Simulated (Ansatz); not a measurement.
**Nudged elastic band, with input and output: WH$_{3}$Cl$_{4}$OF (part 2 of 2)**

The same run, continued: WH$_{3}$Cl$_{4}$OF; RKS PBE/def2-SVP (Ansatz 0.2.0). It belongs to a series of runs on one base structure; here: band between the two ends.

Geometry of the input (Å):
```
W  0.1580  0.0993  0.0883
O  -0.3979  0.4533  1.9289
H  -1.3500  0.3067  2.1379
Cl 2.0592  0.1597  -1.2457
Cl -0.2179  2.2788  -0.5600
Cl -2.2048  -0.3944  0.1038
Cl 0.7056  -2.0901  0.5563
H  -0.4433  -0.4091  -1.3959
F  1.9419  0.8764  1.7410
H  1.1769  0.8729  2.3289
```

### Log, continued
```
NEB iter  45: max|band force component| = 4.867e-2 eV/Å  barrier→ = 0.0671 eV  barrier← = 0.6789 eV  CI = image 3  Δτ_max = 0.0302 Å  (311 SCF iters)
the calculation of the forces begins
reference -56691.55097458 eV, -2083.3760714025 hartree; 51, 51 occupied and 96, 96 virtual orbitals, 1552 factors
1552 factors; their error is unknown
mean field evaluation 3488: about -56691.0170 eV, gradient 1.4e-3 eV
mean field -56691.01701833 eV, -2083.3564488722 hartree, gradient 1.4e-5 eV, S^2 0.000000; 1 other end points of the search recorded, 0 dependent functions left out
the calculation of the forces begins
reference -56691.01709103 eV, -2083.3564515440 hartree; 51, 51 occupied and 96, 96 virtual orbitals, 1552 factors
NEB iter  46: max|band force component| = 2.741e-2 eV/Å  barrier→ = 0.0670 eV  barrier← = 0.6789 eV  CI = image 3  Δτ_max = 0.0000 Å  (628 SCF iters)
```

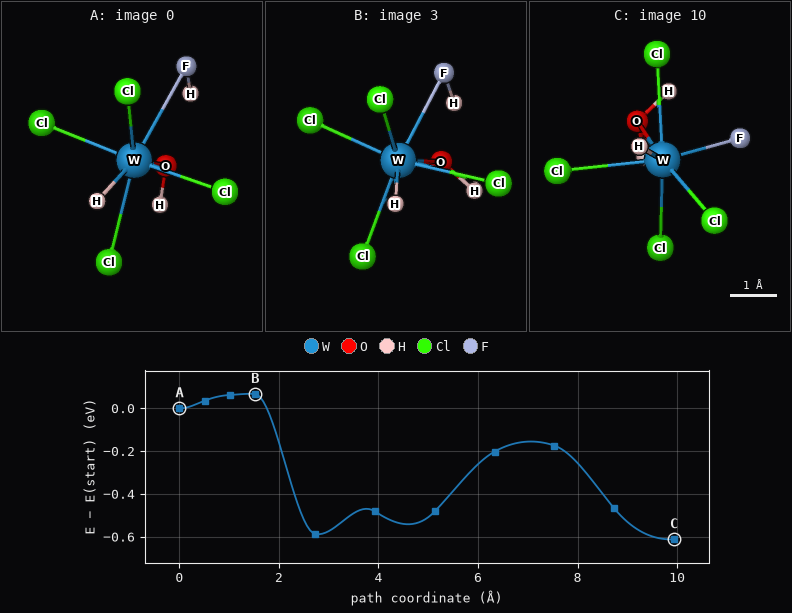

**Figure 1.** Images of the last band (counted from 0; ball-and-stick, seen at a tilt) above the energy along the path; the line is a cubic interpolation that uses the forces. The highest image is number 3, 0.067 eV above the start and 0.679 eV above the end (the climbing image); the end lies 0.612 eV below the start. A further maximum stands at image 8, −0.174 eV from the start, so the path isn't one elementary step. The path is 9.93 Å long. The band converged in 46 iterations.

```
Total energy: -56691.01709103 eV, -2083.3564515440 hartree
Atom 0 at     0.148894    -0.079556     0.132155 Å, force    -0.008967    -0.001228    -0.004660 eV/Å
Atom 1 at    -0.429641     0.413855     2.026730 Å, force    -0.009123    -0.023446     0.013186 eV/Å
Atom 2 at    -1.121401     1.096711     2.141325 Å, force     0.009362     0.017011    -0.006284 eV/Å
Atom 3 at     1.968425    -0.049428    -1.308194 Å, force     0.003987     0.000896    -0.000668 eV/Å
Atom 4 at    -0.253897     2.239756    -0.180422 Å, force    -0.002596     0.003905     0.002815 eV/Å
Atom 5 at    -1.981638    -0.937709    -0.148938 Å, force     0.005620    -0.001103    -0.004114 eV/Å
Atom 6 at     0.837508    -2.192405     0.797454 Å, force     0.000002    -0.001145     0.003102 eV/Å
Atom 7 at    -0.387581     0.195214    -1.418723 Å, force    -0.001357    -0.000290     0.003420 eV/Å
Atom 8 at     1.758630     0.715070     1.517846 Å, force     0.019193    -0.000539    -0.012001 eV/Å
Atom 9 at     0.888601     0.752091     2.124165 Å, force    -0.016122     0.005940     0.005203 eV/Å
Dipole moment:    -0.313461     0.156032     0.287933 e Å
this run last wrote the band of iteration 46 to [file]
```

### The last band as extended XYZ (Å, eV, eV/Å)
```
10
Properties=species:S:1:pos:R:3:forces:R:3 image=0 energy=-56691.08404
W     0.1580    0.0993    0.0883    0.0055  -0.0074   0.0022
O    -0.3979    0.4533    1.9289    0.0114  -0.0006  -0.0171
H    -1.3500    0.3067    2.1379   -0.0126   0.0022   0.0205
Cl    2.0592    0.1597   -1.2457   -0.0068   0.0042  -0.0010
Cl   -0.2179    2.2788   -0.5600    0.0064  -0.0038   0.0002
Cl   -2.2048   -0.3944    0.1038    0.0101   0.0001  -0.0025
Cl    0.7056   -2.0901    0.5563   -0.0055   0.0022  -0.0011
H    -0.4433   -0.4091   -1.3959    0.0015   0.0026   0.0061
F     1.9419    0.8764    1.7410    0.0065   0.0092  -0.0025
H     1.1769    0.8729    2.3289   -0.0166  -0.0086  -0.0047
10
Properties=species:S:1:pos:R:3:forces:R:3 image=1 energy=-56691.04820
W     0.1531    0.0269    0.1072    0.0043   0.0137  -0.0042
O    -0.4195    0.4654    1.9410    0.0050   0.0032  -0.0039
H    -1.3727    0.5280    2.1620   -0.0105  -0.0517   0.0031
Cl    2.0147    0.0712   -1.2940    0.0094   0.0102   0.0036
Cl   -0.1617    2.2674   -0.4118    0.0031   0.0019  -0.0247
Cl   -2.1312   -0.6309    0.0628   -0.0140   0.0425   0.0193
Cl    0.7889   -2.1236    0.6473   -0.0116   0.0053  -0.0143
H    -0.4447   -0.1624   -1.4475    0.0008  -0.0419  -0.0013
F     1.8880    0.8341    1.6632    0.0082   0.0084   0.0120
H     1.1132    0.8776    2.2532    0.0053   0.0083   0.0103
10
Properties=species:S:1:pos:R:3:forces:R:3 image=2 energy=-56691.02165
W     0.1305   -0.0383    0.1233   -0.0032   0.0024  -0.0024
O    -0.4371    0.4423    1.9632   -0.0009   0.0024   0.0003
H    -1.3202    0.8153    2.1553   -0.0036  -0.0090   0.0010
Cl    1.9679    0.0000   -1.3107   -0.0002  -0.0001  -0.0004
Cl   -0.1665    2.2563   -0.2907    0.0039   0.0013  -0.0035
Cl   -2.0547   -0.8495   -0.0431    0.0000   0.0027   0.0018
Cl    0.8415   -2.1550    0.7380    0.0005   0.0010  -0.0002
H    -0.4435    0.0611   -1.4408   -0.0011  -0.0026   0.0004
F     1.8473    0.7742    1.5978    0.0036  -0.0012   0.0023
H     1.0627    0.8472    2.1911    0.0011   0.0032   0.0007
10
Properties=species:S:1:pos:R:3:forces:R:3 image=3 energy=-56691.01702
W     0.1489   -0.0796    0.1322   -0.0090  -0.0012  -0.0047
O    -0.4296    0.4139    2.0267   -0.0091  -0.0234   0.0132
H    -1.1214    1.0967    2.1413    0.0094   0.0170  -0.0063
Cl    1.9684   -0.0494   -1.3082    0.0040   0.0009  -0.0007
Cl   -0.2539    2.2398   -0.1804   -0.0026   0.0039   0.0028
Cl   -1.9816   -0.9377   -0.1489    0.0056  -0.0011  -0.0041
Cl    0.8375   -2.1924    0.7975    0.0000  -0.0011   0.0031
H    -0.3876    0.1952   -1.4187   -0.0014  -0.0003   0.0034
F     1.7586    0.7151    1.5178    0.0192  -0.0005  -0.0120
H     0.8886    0.7521    2.1242   -0.0161   0.0059   0.0052
10
Properties=species:S:1:pos:R:3:forces:R:3 image=4 energy=-56691.67026
W     0.3620   -0.0115    0.0386    0.0123   0.0146   0.0151
O    -0.4763    0.3448    2.1787    0.0119   0.0103   0.0211
H    -0.9206    1.2232    2.1100    0.0039  -0.0093  -0.0111
Cl    1.9785   -0.4243   -1.5542   -0.0026  -0.0292  -0.0267
Cl   -0.5048    2.2207   -0.0382   -0.0143   0.0088   0.0082
Cl   -1.7977   -0.8625   -0.2275    0.0181  -0.0018   0.0036
Cl    0.8725   -2.0948    0.9697   -0.0057   0.0049   0.0120
H    -0.1994    0.3612   -1.4860    0.0194   0.0175  -0.0073
F     1.7549    0.8565    1.0315    0.0002   0.0094  -0.0452
H     0.3589    0.5402    2.6608   -0.0433  -0.0253   0.0302
10
Properties=species:S:1:pos:R:3:forces:R:3 image=5 energy=-56691.56546
W     0.4576   -0.0095    0.0571   -0.0033   0.0370   0.0035
O    -0.3315    0.3675    2.2385    0.0253   0.0060   0.0156
H    -1.2818    0.5997    2.1383    0.0097  -0.1239   0.0416
Cl    1.7999   -0.6923   -1.6948    0.0832   0.0952   0.0522
Cl   -0.3581    2.2601    0.1402    0.0441   0.0003  -0.1594
Cl   -1.7193   -0.8389   -0.1626   -0.0509   0.1147   0.0869
Cl    0.9668   -2.0878    1.0258   -0.0850  -0.0202  -0.0719
H    -0.1386    0.5314   -1.4060   -0.0103  -0.1513  -0.0294
F     1.9533    0.7866    0.8997   -0.0343   0.0634   0.0082
H     0.0796    1.2368    2.4472    0.0214  -0.0212   0.0528
10
Properties=species:S:1:pos:R:3:forces:R:3 image=6 energy=-56691.56516
W     0.4420    0.0446    0.0539    0.0196  -0.0234   0.0033
O    -0.1987    0.3154    2.2474   -0.0148   0.0362  -0.0343
H    -1.1789    0.2606    2.3150   -0.0356   0.0563  -0.0360
Cl    2.0919   -0.3167   -1.5294   -0.0340  -0.0278  -0.0634
Cl   -0.2753    2.2526   -0.3655   -0.0129   0.0253   0.1359
Cl   -1.9117   -0.4644    0.1312    0.0136  -0.0912  -0.0301
Cl    0.7268   -2.1420    0.7436    0.0531  -0.0059   0.0588
H    -0.2162    0.0400   -1.4838   -0.0105   0.0679  -0.0060
F     1.8425    1.0011    0.9375    0.0524  -0.0791  -0.0070
H     0.1054    1.1625    2.6336   -0.0307   0.0418  -0.0212
10
Properties=species:S:1:pos:R:3:forces:R:3 image=7 energy=-56691.28583
W     0.3740    0.1731    0.0757    0.0063  -0.0144   0.0022
O    -0.0412    0.0995    2.3541   -0.0293   0.0187   0.0024
H    -1.0083   -0.0208    2.4935   -0.0361   0.0438  -0.0187
Cl    2.2453   -0.1311   -1.2699   -0.0118   0.0016  -0.0474
Cl   -0.2498    2.1735   -0.9736   -0.0112   0.0174   0.0538
Cl   -1.9991   -0.1062    0.2968    0.0061  -0.0434  -0.0139
Cl    0.4908   -2.1096    0.4389    0.0351  -0.0040   0.0148
H    -0.1789   -0.2709   -1.4534   -0.0070   0.0097   0.0051
F     1.5704    1.3913    0.9683    0.0498  -0.0407   0.0026
H     0.2248    0.9547    2.7531   -0.0019   0.0112  -0.0008
10
Properties=species:S:1:pos:R:3:forces:R:3 image=8 energy=-56691.25794
W     0.2710    0.2708    0.0397   -0.0051   0.0108   0.0008
O     0.2093   -0.0618    2.3588    0.0191  -0.0112  -0.0020
H    -0.6397   -0.4470    2.6615    0.0231  -0.0280   0.0093
Cl    2.3596   -0.0997   -0.8777    0.0110   0.0015   0.0334
Cl   -0.1893    2.0541   -1.4249    0.0026  -0.0124  -0.0356
Cl   -2.0406    0.2520    0.4193   -0.0072   0.0276   0.0102
Cl    0.1938   -2.0687    0.2836   -0.0260   0.0022  -0.0098
H    -0.1447   -0.3249   -1.4817    0.0086  -0.0049  -0.0014
F     1.1254    1.7470    0.9466   -0.0300   0.0218  -0.0036
H     0.2831    0.8318    2.7582    0.0040  -0.0073  -0.0013
10
Properties=species:S:1:pos:R:3:forces:R:3 image=9 energy=-56691.55090
W     0.1283    0.3363   -0.0262   -0.0395   0.0182  -0.0146
O     0.4327   -0.1947    2.2575    0.0626  -0.0309  -0.0308
H    -0.4118   -0.5651    2.5931    0.0534  -0.0214  -0.0192
Cl    2.4052   -0.0869   -0.2992    0.0180  -0.0033   0.1696
Cl   -0.4466    1.8873   -1.6405   -0.0641  -0.0528  -0.0679
Cl   -2.0828    0.4949    0.7571   -0.0121   0.0693   0.0859
Cl   -0.2133   -1.9961    0.0541   -0.1142   0.0179  -0.0566
H     0.2975   -0.3104   -1.5552    0.1288  -0.0044  -0.0200
F     0.8136    1.8870    0.8869   -0.0855   0.0375  -0.0191
H     0.5051    0.7011    2.6558    0.0525  -0.0300  -0.0273
10
Properties=species:S:1:pos:R:3:forces:R:3 image=10 energy=-56691.69590
W     0.0866    0.3434   -0.0290   -0.0076   0.0009  -0.0131
O     0.3911   -0.3360    2.1746   -0.0050   0.0252   0.0214
H    -0.4800   -0.0882    2.5686    0.0187  -0.0069  -0.0066
Cl    2.4031   -0.0598    0.0931    0.0043  -0.0022  -0.0030
Cl   -0.7561    1.6540   -1.7282    0.0113   0.0010  -0.0074
Cl   -2.0974    0.5121    0.9472    0.0053  -0.0145   0.0086
Cl   -0.4053   -1.9199   -0.2544   -0.0079   0.0048   0.0119
H     0.6439   -0.1802   -1.5099    0.0024   0.0112   0.0044
F     0.5871    1.9656    0.8415   -0.0032   0.0002  -0.0004
H     1.0550    0.2626    2.5800   -0.0183  -0.0197  -0.0158
```

### Summary

| quantity | value |
| --- | --- |
| outcome | converged |
| barrier, forward | 0.067 eV |
| barrier, backward | 0.679 eV |
| wall time | 15 min (CPU time 58 min) |
| peak memory | 0.28 GiB |

### Notes

The order of the saddle point was not checked.
